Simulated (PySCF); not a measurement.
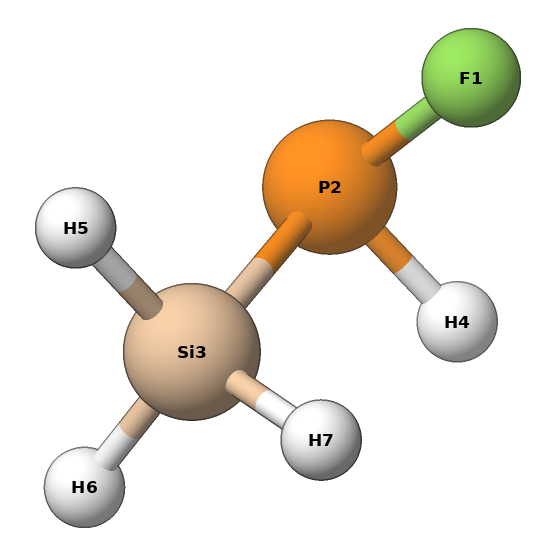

The computed structure is the end point of a GFN2-xTB optimisation. No frequency run is at hand to confirm it as a minimum. Level of theory: delta-SCF UKS SCAN, pcX-2 on the ionised atom, pcseg-1 elsewhere, spin-free X2C (PySCF 2.14.0).

Give the core-electron binding energies (to vacuum; p and d levels without spin–orbit splitting) of F1 1s, P2 1s, P2 2p, Si3 1s, Si3 2p.

```json
{"atom": "F1", "level": "1s", "binding energy (eV)": "692.2"}
{"atom": "P2", "level": "1s", "binding energy (eV)": "2151.6"}
{"atom": "P2", "level": "2p", "binding energy (eV)": "138.2"}
{"atom": "Si3", "level": "1s", "binding energy (eV)": "1846.7"}
{"atom": "Si3", "level": "2p", "binding energy (eV)": "107.2"}
```

The geometry is semi-empirical. Around P, Si such bond lengths and angles can be off by a tenth of an ångström or more and by several degrees, and values that hang on the shape move with them.
